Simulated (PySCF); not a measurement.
# FCI/STO-6G run of SiH2F2 (SiF2H2)

What is the vertical ionisation energy of SiH2F2 (SiF2H2) at FCI/STO-6G? The job is set up through a Python script.

The results are computed with PySCF 2.14.0.

5 further runs of the same task are left out: 5 set aside as unsound or not needed.

## Step 1: Starting point

SiH2F2: 5 atoms, total charge 0, spin state singlet. As SMILES, `[H][Si]([H])(F)F`. The coordinates come from a GFN2-xTB relaxation.

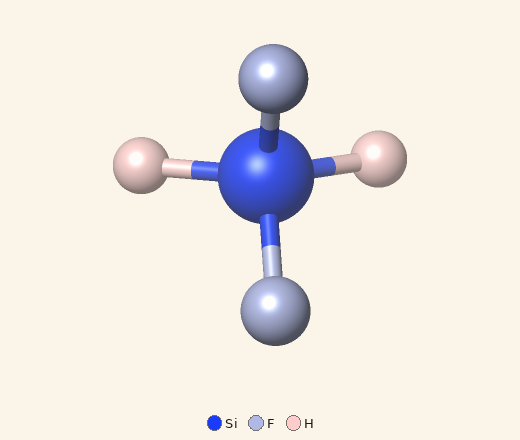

The structure, seen from a chosen angle (silicon blue, fluorine light blue, hydrogen pink).

## Step 2: A single-point energy at FCI/STO-6G

input.xyz

```xyz
5

Si    -0.091360     0.000560    -0.064290
F      0.009240    -0.018840     1.526500
F      1.436020     0.010630    -0.519740
H     -0.680140     1.257800    -0.455540
H     -0.673740    -1.250150    -0.486920
```

job.py

```python
from pyscf import gto, mcscf
from pyscf import fci

mol = gto.Mole()
mol.atom = 'input.xyz'
mol.max_memory = 1860
mol.basis = 'sto-6g'
mol.spin = 0
mol.verbose = 3
mol.build()

mf = mol.RHF()
mf.conv_tol = 1e-10
mf.kernel()
if not mf.converged:
    mf = mf.newton().run(mf.mo_coeff, mf.mo_occ)

cas = mcscf.CASCI(mf, mf.mo_coeff.shape[-1] - 7, (mol.nelec[0] - 7, mol.nelec[1] - 7))  # full CI above the frozen core
cas.fcisolver = fci.direct_spin0.FCI(mol)  # even spin states alone
cas.kernel()
print('<S^2> = %.4f' % cas.fcisolver.spin_square(cas.ci, cas.ncas, cas.nelecas)[0])
etot = cas.e_tot
print(f'total energy: {etot:.8f} hartree')
```

Run with:

```
$ OMP_NUM_THREADS=1 python job.py
```

Standard output:

```text
converged SCF energy = -487.015052715018
CASCI E = -487.102043596022  E(CI) = -90.1045389395191  S^2 = 0.0000000
<S^2> = 0.0000
total energy: -487.10204360 hartree
```

Run time: 14 s. Hardware: 1 thread of Intel Xeon Platinum 8488C (Sapphire Rapids), shared host; peak memory 0.33 GiB.

## Step 3: The doublet cation, same level

input.py

```python
from pyscf import gto, scf, mcscf

molecule = gto.Mole()
molecule.atom = [
    ('Si', (-0.091360, 0.000560, -0.064290)),
    ('F', (0.009240, -0.018840, 1.526500)),
    ('F', (1.436020, 0.010630, -0.519740)),
    ('H', (-0.680140, 1.257800, -0.455540)),
    ('H', (-0.673740, -1.250150, -0.486920)),
]
molecule.spin = 1
molecule.max_memory = 1860
molecule.charge = 1
molecule.verbose = 3
molecule.basis = 'sto-6g'
molecule.build()

hf = scf.ROHF(molecule)
hf.conv_tol = 1e-10
hf.kernel()
if not hf.converged:
    hf = hf.newton().run(hf.mo_coeff, hf.mo_occ)

cas = mcscf.CASCI(hf, hf.mo_coeff.shape[-1] - 7, (molecule.nelec[0] - 7, molecule.nelec[1] - 7))  # full CI above the frozen core
cas.fix_spin_(ss=0.75)
cas.kernel()
etot = cas.e_tot
print(f'total energy: {etot:.8f} hartree')
```

Run with:

```
$ OMP_NUM_THREADS=1 python input.py
```

Standard output:

```text
converged SCF energy = -486.636061709548
CASCI E = -486.786737863242  E(CI) = -89.7874138381692  S^2 = 0.7500000
total energy: -486.78673786 hartree
```

Wall time 44 s (1 thread of Intel Xeon Platinum 8488C (Sapphire Rapids), shared host); peak memory 0.55 GiB.

## Step 4: Results

Level: FCI/STO-6G, 7 core orbitals frozen.

| quantity | value |
| --- | --- |
| singlet SiH2F2: total energy | -487.10204 Eh |
| singlet SiH2F2: dipole moment (Hartree–Fock density) | 1.83 D |
| singlet SiH2F2: HOMO energy (Hartree–Fock orbitals) | -10.69 eV |
| singlet SiH2F2: LUMO energy (Hartree–Fock orbitals) | 12.67 eV |
| singlet SiH2F2: HOMO–LUMO gap (Hartree–Fock orbitals) | 23.36 eV |
| singlet SiH2F2: correlation energy (7 core orbitals frozen) | -87.0 mEh |
| doublet cation: total energy | -486.78674 Eh |
| doublet cation: correlation energy (7 core orbitals frozen) | -150.7 mEh |
| vertical ionisation energy (to the doublet cation) | 8.580 eV |

What this shows: Removing an electron at fixed nuclei costs 8.58 eV (198 kcal/mol). In a minimal basis such a difference can be off by several eV, whatever the method.
